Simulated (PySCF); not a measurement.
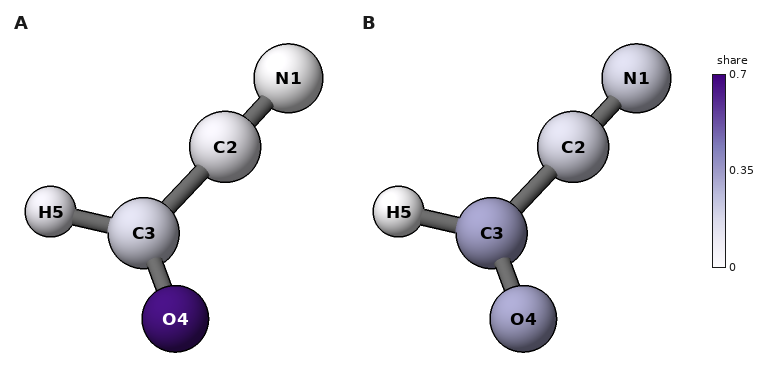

Each panel colours the atoms by their Löwdin share in one orbital (up to four of the largest shares; other atoms are shown as zero). Computed geometry: PBE0-D3(BJ)/def2-SVP optimisation. No frequency run is at hand to confirm it as a minimum. Level of theory: CAM-B3LYP/def2-SVPD (PySCF 2.14.0).

> The panels show the HOMO, LUMO, in some order. Which is which?

A: HOMO, −10.83 eV; O4 0.66, C3 0.16, H5 0.08, C2 0.07
B: LUMO, −2.02 eV; C3 0.32, O4 0.31, N1 0.17, C2 0.15
